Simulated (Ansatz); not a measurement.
# CH3CuOSn (SMILES C[O][Sn][Cu]): what the fields show

```xyz
7

C     0.1574   -1.3198    1.5037
Cu    4.1080    0.0887   -0.6133
O     1.3544   -1.0504    0.8292
Sn    2.1614    0.8031    0.7102
H    -0.3111   -0.4244    1.9662
H    -0.5851   -1.7615    0.8110
H     0.3263   -2.0592    2.3104
```

Geometry: r2SCAN-D4/def2-SVP; core potentials replace the inner electrons of Sn.

The calculation used isolated molecule in a Gaussian basis; Kohn-Sham density functional theory, functional PBE0 in Ansatz.

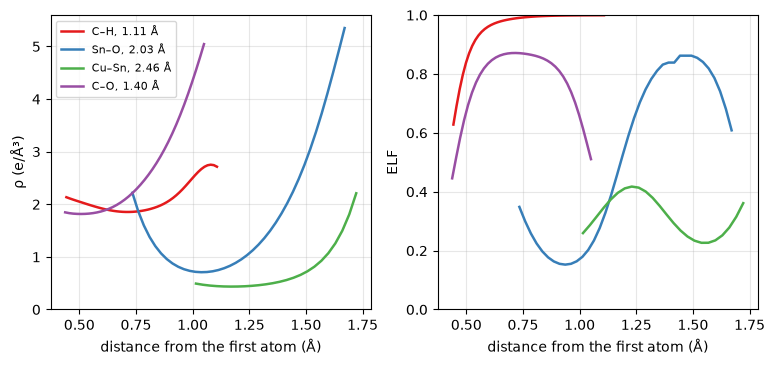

Figure 1. Electron density and ELF along straight lines between neighbouring atoms. The curves leave out the atomic cores.

**Compare the contacts.**

C–H (1.11 Å): ρ is about 2 e/Å³ halfway; the ELF climbs to about 1 towards the hydrogen, as it does in any bond to H; a covalent bond by its length.
Sn–O (2.03 Å): ρ at the midpoint is about 0.72 e/Å³; the ELF peaks at about 0.85 in the valence shell of O, 0.6 Å from its nucleus, and drops to about 0.15 between the two atoms.
Cu–Sn (2.46 Å): the density is about 0.44 e/Å³ at the midpoint; the ELF is about 0.40 at the midpoint.
C–O (1.40 Å): ρ at the midpoint is about 2.1 e/Å³, with its minimum of 1.8 e/Å³ about 0.5 Å from C; the ELF peaks at about 0.85 between the atoms; a shared but strongly polarised pair.

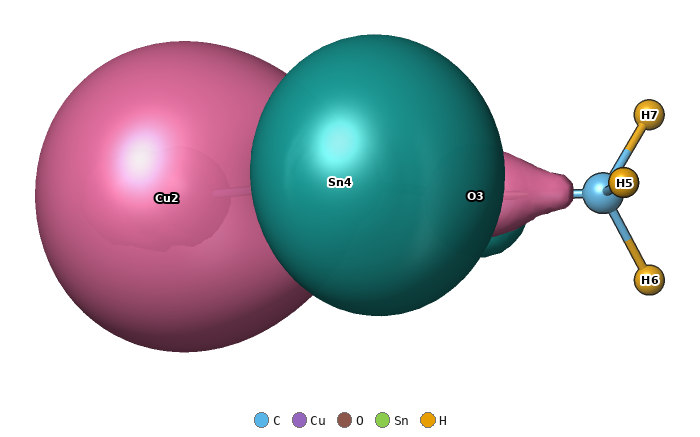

Figure 2. One frontier orbital at ±0.1 Å⁻³ᐟ² (teal and pink are the two phases), seen from one side.

**Which orbital is it: HOMO or LUMO?**

The HOMO, at −5.38 eV. Its weight (Hirshfeld) is mainly on Sn4 (about 50 %) and Cu2 (about 45 %).
